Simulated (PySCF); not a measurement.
# C7H10O: the cost of one run

Programs: PySCF 2.14.0, with routines of our own; each step states its level. All values are computed. Atoms count from 0.

## Step 1: The starting structure

18 atoms, charge 1, multiplicity 2; geometry from: GFN2-xTB.

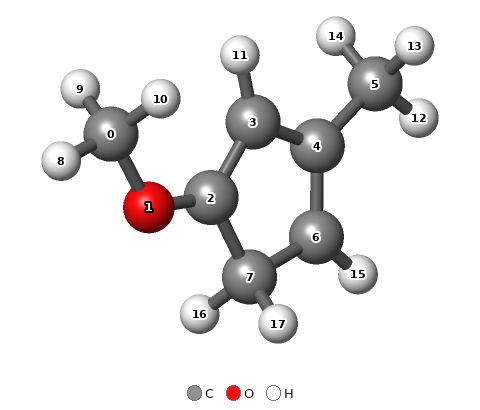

The starting geometry (carbon grey, oxygen red, hydrogen white).

## Step 2: Open-shell or spin-flip excitations: unrestricted TDA CAM-B3LYP/def2-SVP

What the job is given:

```
{"job": {"kind": "uabs", "xc": "CAM-B3LYP", "basis": "def2-SVP", "nstates": 10, "tda": true}, "charge": 1, "multiplicity": 2}
C     -2.826448     0.952011     0.363754
O     -2.180029    -0.271958     0.047906
C     -0.893278    -0.363228     0.007508
C      0.101964     0.588404     0.231774
C      1.371637    -0.009185     0.065464
C      2.663322     0.682738     0.222015
C      1.191183    -1.345358    -0.266699
C     -0.246059    -1.678434    -0.331033
H     -3.894842     0.746016     0.327219
H     -2.573490     1.726662    -0.364097
H     -2.549397     1.292381     1.364283
H     -0.049296     1.620554     0.492026
H      3.496831     0.011089     0.042090
H      2.750197     1.099414     1.225845
H      2.727765     1.525418    -0.466880
H      1.975530    -2.057225    -0.454289
H     -0.549030    -2.043631    -1.317355
H     -0.525320    -2.469351     0.372155
```

With the program's defaults for keys left out, this is: unrestricted TDA CAM-B3LYP/def2-SVP, vertical, gas phase, core orbitals frozen in the response.

Launch:

```bash
OMP_NUM_THREADS=1 python excited_run.py task.json out
```

This one command runs all jobs of the session in turn.

Q: Estimate the wall time and peak memory of this first job on 1 thread of Arm Neoverse V2, shared host.

About 53 s, with a peak of 0.7 GiB.
